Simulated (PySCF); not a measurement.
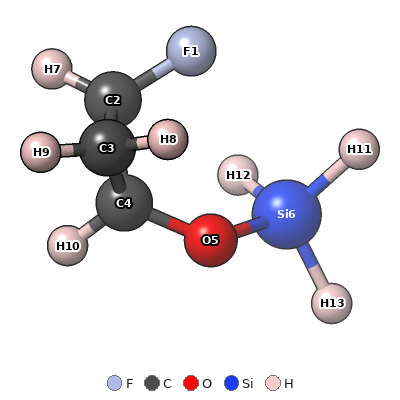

Geometry used (C₃H₇FOSi, SMILES F[C@@H]1C[C@@H]1O[SiH3]).

GIAO shifts, PBE0/aug-cc-pVDZ in PySCF, at a PBE0-D3(BJ)/def2-SVP geometry (no frequency check), against TMS for ¹³C and TMS for ¹H computed at the same level. Gas phase, fully decoupled, line heights follow the number of nuclei, widths are arbitrary (no quadrupolar broadening); values of one conformer, averaged over methyl-type rotors and exact or near symmetry; other conformers aren't averaged in.

Which ¹³C signals does it give?

3 signals.


| δ (ppm) | nuclei | atoms |
| --- | --- | --- |
| 69.2 | 1 | C2 |
| 49.7 | 1 | C4 |
| 15.2 | 1 | C3 |

Which ¹H signals does it give?

4 signals.


```csv
δ (ppm),nuclei,atoms
5.12,3,"H11, H12, H13"
4.37,1,H7
3.34,1,H10
0.76,2,"H8, H9"
```

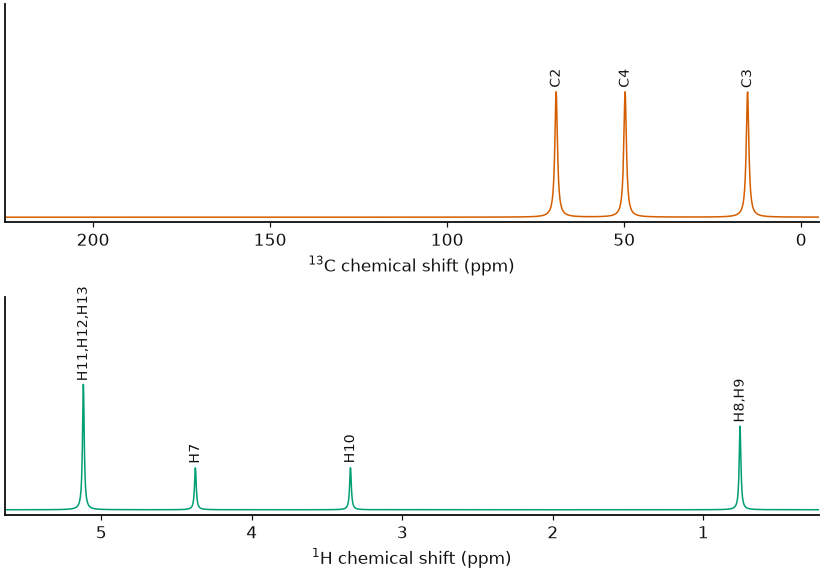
